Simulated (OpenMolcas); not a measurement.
SiF$_{4}$: single-point calculation (part 1 of 2)

The run: single-point calculation of SiF$_{4}$. Method and program: HF/ANO-RCC-MB, RHF, DKH2 (OpenMolcas 26.06).

The geometry comes from this level: PBE0-D4/def2-TZVP.

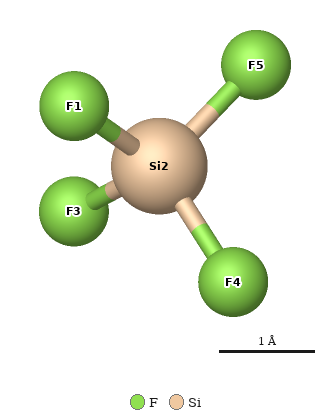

*The input geometry (ball-and-stick view, seen on its broad side; atoms are numbered from 1 in the order of the input).*

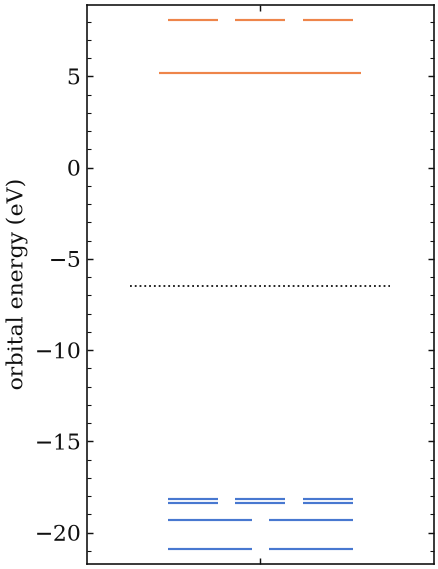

*Orbital energies near the frontier; the dotted line parts filled from empty levels, and levels within 0.02 eV of each other stand side by side.*

Highest filled −18.13 eV, lowest empty 5.20 eV, 23.33 eV apart.

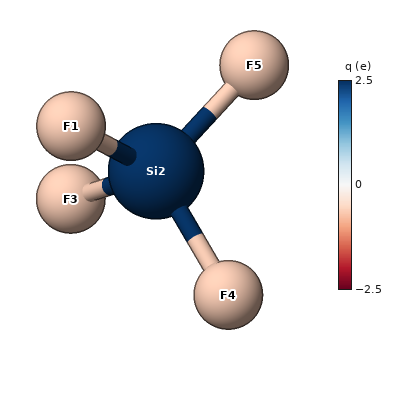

*Mulliken charges, as the colour of each atom (ball-and-stick view, seen at a tilt; atoms are numbered from 1 in the order of the input).*

By element: F −0.61 and Si +2.43 e.

These pictures come from the run below.

Input file:
```
&GATEWAY
 Coord = mol.xyz
 Basis = ANO-RCC-MB
 Group = NoSym

&SEWARD

&SCF
 PrOrbitals = 0

&LOCALISATION
 Occupied
 Freeze
 Pipek-Mezey

&LOCALISATION
 FileOrb = $Project.LocOrb
 Virtual
 Pipek-Mezey
```

File mol.xyz:
```
5

F      0.143200    -0.791930     1.338460
Si     0.000000     0.000000     0.000000
F     -1.047100     1.144420     0.181750
F     -0.477230    -0.967810    -1.129040
F      1.381130     0.615320    -0.391170
```

Launched with:
```bash
export MOLCAS_MEM=1860
pymolcas step1.inp > step1.log
```

Output:
```
--- Start Module: gateway ---

                                              &GATEWAY

                       available to each process: 1.9 GB of memory, 1 thread

++    Symmetry information:
      ---------------------

                    Character Table for C1

                             E
                    a        1  x, y, xy, Rz, z, xz, Ry, yz, Rx, I
--

++    Basis set information:
      ----------------------

      Basis set label: F.ANO-RCC...2S1P.

      Electronic valence basis set:
      ------------------
      Associated Effective Charge   9.000000 au
      Associated Actual Charge      9.000000 au
      Nuclear Model: Point charge

      Shell  nPrim  nBasis  Cartesian Spherical Contaminant
         s      14       2        X
         p       9       1        X

      Basis set label: SI.ANO-RCC...3S2P.

      Electronic valence basis set:
      ------------------
      Associated Effective Charge  14.000000 au
      Associated Actual Charge     14.000000 au
      Nuclear Model: Point charge

      Shell  nPrim  nBasis  Cartesian Spherical Contaminant
         s      17       3        X
         p      12       2        X

      Basis set label: F.ANO-RCC...2S1P.

      Electronic valence basis set:
      ------------------
      Associated Effective Charge   9.000000 au
      Associated Actual Charge      9.000000 au
      Nuclear Model: Point charge

      Shell  nPrim  nBasis  Cartesian Spherical Contaminant
         s      14       2        X
         p       9       1        X
--

++    Molecular structure info:
      -------------------------

                    ************************************************
                    **** Cartesian Coordinates / bohr, angstrom ****
                    ************************************************

     Center  Label                x              y              z                     x              y              z
        1      F1               0.270609      -1.496531       2.529323              0.143200      -0.791930       1.338460
        2      SI2              0.000000       0.000000       0.000000              0.000000       0.000000       0.000000
        3      F3              -1.978732       2.162640       0.343458             -1.047100       1.144420       0.181750
        4      F4              -0.901834      -1.828896      -2.133576             -0.477230      -0.967810      -1.129040
        5      F5               2.609957       1.162786      -0.739204              1.381130       0.615320      -0.391170

                    ***************************************
                    *    InterNuclear Distances / bohr    *
                    ***************************************

               1 F1            2 SI2           3 F3            4 F4            5 F5
    1 F1       0.000000
    2 SI2      2.951323        0.000000
    3 F3       4.819448        2.951332        0.000000
    4 F4       4.819514        2.951324        4.819520        0.000000
    5 F5       4.819522        2.951334        4.819537        4.819452        0.000000

                    *******************************************
                    *    InterNuclear Distances / angstrom    *
                    *******************************************

               1 F1            2 SI2           3 F3            4 F4            5 F5
    1 F1       0.000000
    2 SI2      1.561773        0.000000
    3 F3       2.550342        1.561777        0.000000
    4 F4       2.550377        1.561773        2.550380        0.000000
    5 F5       2.550381        1.561779        2.550389        2.550344        0.000000

                    **************************************
                    *    Valence Bond Angles / degree    *
                    **************************************
                          Atom centers                 Phi
                      1 F1       2 SI2      3 F3       109.47
                      1 F1       2 SI2      4 F4       109.47
                      1 F1       2 SI2      5 F5       109.47
                      3 F3       2 SI2      4 F4       109.47
                      3 F3       2 SI2      5 F5       109.47
                      4 F4       2 SI2      5 F5       109.47
--

            Nuclear Potential Energy            271.61093946 au

--- Stop Module: gateway /rc=_RC_ALL_IS_WELL_ ---

--- Start Module: seward ---

                                              &SEWARD

                       available to each process: 1.9 GB of memory, 1 thread

               SEWARD will generate:
                  Multipole Moment integrals up to order  2
                  Kinetic Energy integrals
                  Nuclear Attraction integrals (point charge)
                  One-Electron Hamiltonian integrals
                  Velocity integrals
                  Relativistic Douglas-Kroll-Hess integrals:
                    - Parametrization         : EXP
                    - DKH order of Hamiltonian: 2
                    - DKH order of Properties : 0
                         - multipole moment operators
                         - electric potential operators
                         - contact operators
                  Orbital angular momentum around (  0.0000   0.0000   0.0000 )
                  Velocity quadrupole around (  0.0000   0.0000   0.0000 )
                  Atomic mean-field integrals
                  Two-Electron Repulsion integrals

                   Integrals are discarded if absolute value <: 1.00E-14
                   Integral cutoff threshold is set to       <: 1.00E-16

            Nuclear Potential Energy            271.61093946 au

      Basis set specifications :
      Symmetry species         a
      Basis functions           29

--- Stop Module: seward /rc=_RC_ALL_IS_WELL_ ---
--- Module seward spent 2 seconds ---

--- Start Module: scf ---

                                                &SCF

                       available to each process: 1.9 GB of memory, 1 thread

++    Input section:
      --------------

      Header of the integral files:

      Cartesian coordinates in angstrom:
      -----------------------------------------------------
      No.  Label        X            Y            Z
      -----------------------------------------------------
       1   F1         0.14320000  -0.79193000   1.33846000
       2   SI2        0.00000000   0.00000000   0.00000000
       3   F3        -1.04710000   1.14442000   0.18175000
       4   F4        -0.47723000  -0.96781000  -1.12904000
       5   F5         1.38113000   0.61532000  -0.39117000
      -----------------------------------------------------
      Nuclear repulsion energy =  271.61093946
--

++    Orbital specifications:
      -----------------------

      Symmetry species               1
                                     a
      Frozen orbitals                0
      Occupied orbitals             25
      Secondary orbitals             4
      Deleted orbitals               0
      Total number of orbitals      29
      Number of basis functions     29
--

      Molecular charge                           0.000

++    Optimization specifications:
      ----------------------------

      SCF Algorithm: Conventional
      Minimized density differences are used
      Number of density matrices in core                 5
      Maximum number of NDDO SCF iterations            400
      Maximum number of HF SCF iterations              400
      Threshold for SCF energy change             1.00E-09
      Threshold for density matrix                1.00E-04
      Threshold for Fock matrix                   1.50E-04
      Threshold for linear dependence             1.00E-09
      Threshold at which DIIS is turned on        1.50E-01
      Maximum depth in the DIIS procedure                5
      Maximum depth in the BFGS Hessian update          30
      Threshold at which QNR/C2DIIS is turned on  7.50E-02
      Threshold for Norm(delta) (QNR/C2DIIS)      1.00E-03
      All orbitals punched on: SCFORB
--

      Input vectors read from INPORB
      Orbital file label: *Guess orbitals

++ Convergence information
                                   SCF        iterations: Energy and convergence statistics

Iter     Tot. SCF        One-elec.       Two-elec.     Energy      Max Dij or  Max Fij      DNorm      TNorm      AccCon     Time
         Energy          Energy          Energy        Change      Delta Norm                                                in Sec.
   1  -687.521706365 -1497.732149368   538.599503542   0.00E+00    1.49E-01*   6.23E-02*    9.97E+00   1.19E+02   None         0.
   2  -687.592270556 -1498.054734656   538.851524640  -7.06E-02*   3.44E-02*   1.78E-02*    1.01E+00   1.20E+02   EDIIS        0.
   3  -687.597335233 -1498.279091190   539.070816496  -5.06E-03*   3.76E-03*   9.18E-03*    1.41E-01   1.20E+02   c2DIIS       0.
   4  -687.597993917 -1498.388357668   539.179424291  -6.59E-04*   1.56E-03*   7.01E-04*    1.92E-02   1.20E+02   QNRc2DIIS    0.
   5  -687.598000797 -1498.393009772   539.184069515  -6.88E-06*   8.58E-04    2.68E-04*    8.12E-04   1.20E+02   QNRc2DIIS    0.
   6  -687.598001778 -1498.395873266   539.186932027  -9.81E-07*   5.11E-05    2.86E-05     7.87E-05   1.20E+02   QNRc2DIIS    0.
   7  -687.598001783 -1498.396153808   539.187212564  -5.32E-09*   2.79E-06    1.77E-06     3.99E-05   1.20E+02   QNRc2DIIS    0.
   8  -687.598001783 -1498.396166711   539.187225468  -1.64E-11    3.94E-08    3.25E-08     1.37E-04   1.20E+02   QNRc2DIIS    0.

       Convergence after   8 Iterations
--

 *****************************************************************************************************************************
 *                                             SCF/KS-DFT Program, Final results                                             *
 *                                                       Final Results                                                       *
 *****************************************************************************************************************************
```
